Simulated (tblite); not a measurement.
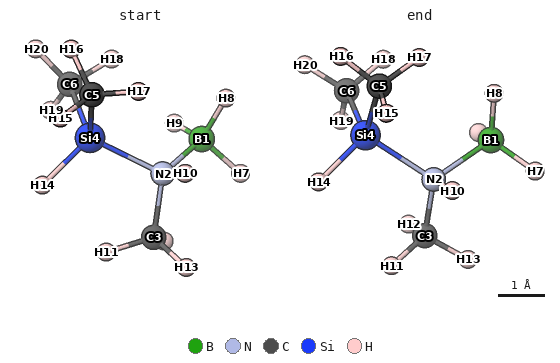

The structure of C₃H₁₄BNSi before (left) and after (right) a relaxation, at one scale.

Style: ball-and-stick. Shown from a free direction.

Method: GFN2-xTB geometry optimisation, gas phase in tblite. 

Describe what moved and what it gained.

Answer. The largest move after the best rigid fit is that of H15, 1.03 Å. Largest moves by element: H 1.03 Å, B 0.42 Å, C 0.40 Å, N 0.24 Å, Si 0.13 Å. Some distances before and after: B1–N2 1.509 → 1.665 Å, C6–H20 1.127 → 1.086 Å, C3–H12 1.120 → 1.087 Å, Si4–C6 1.859 → 1.891 Å. Bond angles that change, for instance: B1–N2–H10 107.7° → 100.1°, H7–B1–H9 106.1° → 112.6°, N2–B1–H9 112.7° → 106.7°. Groups turn about Si4–C5 by about 45°, N2–C3 by about 45°, B1–N2 by about 30°. Over 115 geometry steps the energy falls by 83.3 kJ/mol. The run took 1.3 s on 1 thread of Arm Neoverse N1, on a shared host.
